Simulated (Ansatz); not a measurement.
# H$_{4}$K$_{4}$: what the fields show

Input file:

```
crystal:
  periodic: [false, false, false]
  atoms:
    - {symbol: K, position_ang: [2.488951, -1.750362, -1.069877]}
    - {symbol: H, position_ang: [3.101874, -0.106353, 0.647169]}
    - {symbol: K, position_ang: [1.964340, 1.597948, 1.999007]}
    - {symbol: H, position_ang: [-0.367654, 2.345425, 2.149301]}
    - {symbol: K, position_ang: [-2.488919, 1.750487, 1.069742]}
    - {symbol: H, position_ang: [-3.101928, 0.106178, -0.646983]}
    - {symbol: K, position_ang: [-1.964358, -1.598014, -1.998933]}
    - {symbol: H, position_ang: [0.367683, -2.345308, -2.149425]}
basis:
  gaussian: {orbitals: def2-TZVP, initial_orbitals: start.molden}
hamiltonian: {xc: pbe0, dispersion: d4}
scf: {omitted_lower_state_checks: [starts]}
output: {orbitals: {seedname: orbitals}}
```

Run with:

```sh
ansatz run in.yaml --threads 4 --pin off --events-out ev --progress --plain --max-ram 3916MiB
```

Geometry: PBE-D4/def2-SVP.

The calculation used RKS PBE0-D4/def2-TZVP (Ansatz 0.2.0).

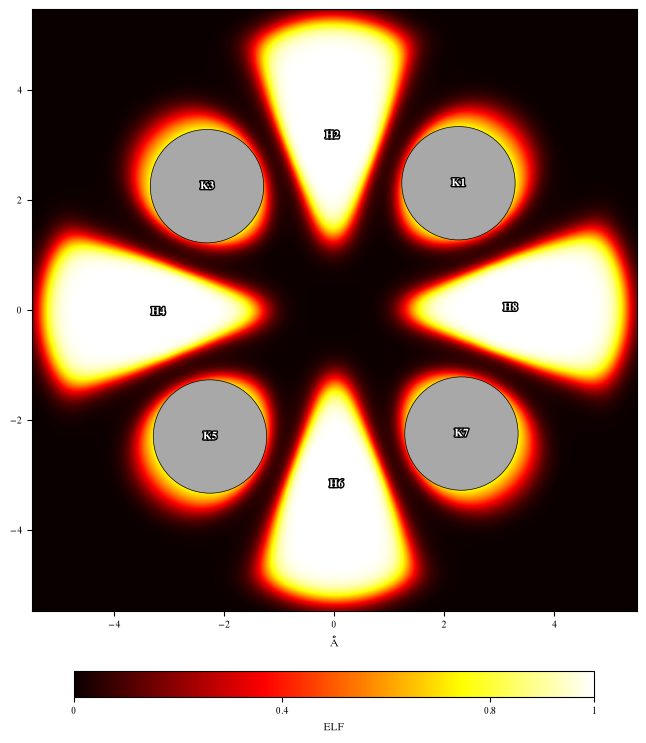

Figure 1. ELF on the molecular plane. Grey discs cover the atomic cores.

> Read the bonding off the picture.

The plane passes through K and H nuclei. K–H (2.45 Å): the ELF climbs to about 1 towards the hydrogen.

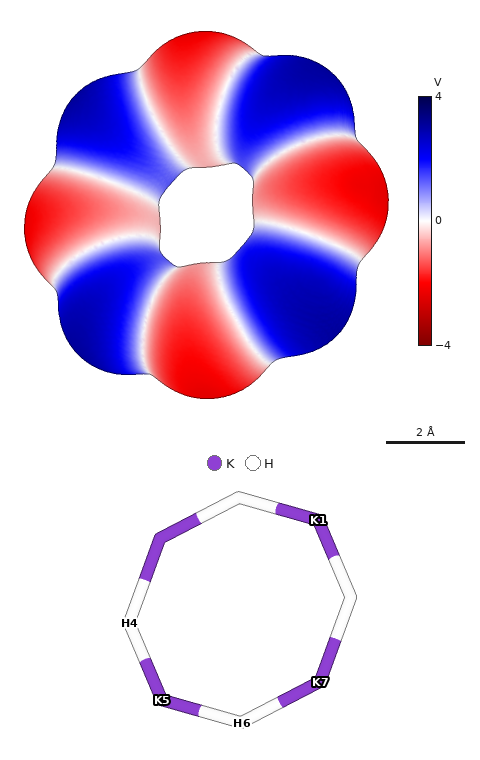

Figure 2. The molecular electrostatic potential painted on the density surface at 0.002 e/bohr³, seen at a tilt; red is negative and blue positive. The bare structure is drawn below in the same view.

> Where is the surface potential most negative and most positive?

The most negative region (about −2.2 V, or −51 kcal/mol for a unit charge) lies over H2, H4, H6 and H8, the most positive (about +3.0 V, or +69 kcal/mol for a unit charge) over K1, K3, K5 and K7.

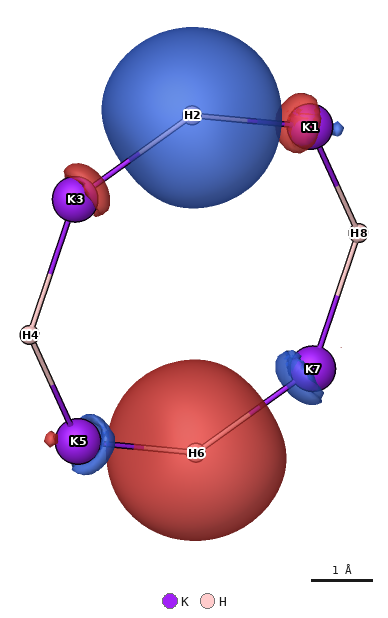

Figure 3. The HOMO−1 at ±0.08 Å⁻³ᐟ² (blue and red are the two phases), seen at a tilt.

> What is the character of this orbital?

It lies mainly on H2 (about 35 %), H6 (about 35 %) and K7 (about 10 %); it is symmetric in the molecular plane (an in-plane orbital: σ, lone-pair or in-plane π type); it is ungerade (odd under inversion). It is one of a degenerate set, so its orientation is arbitrary. Its energy is −4.83 eV.
